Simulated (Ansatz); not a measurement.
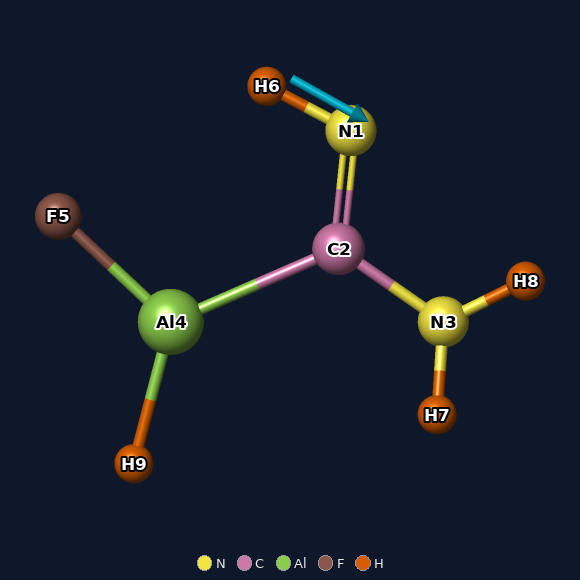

The arrows show one normal mode. Harmonic vibrations computed with RKS PBE0-D4/def2-TZVP (Ansatz 0.2.0) at a stationary point of the same level.

Describe the motion.

Mostly N–H stretching.

At what wavenumber does it lie?

3523 cm⁻¹; it is mode 19 of 21 counted from the lowest.
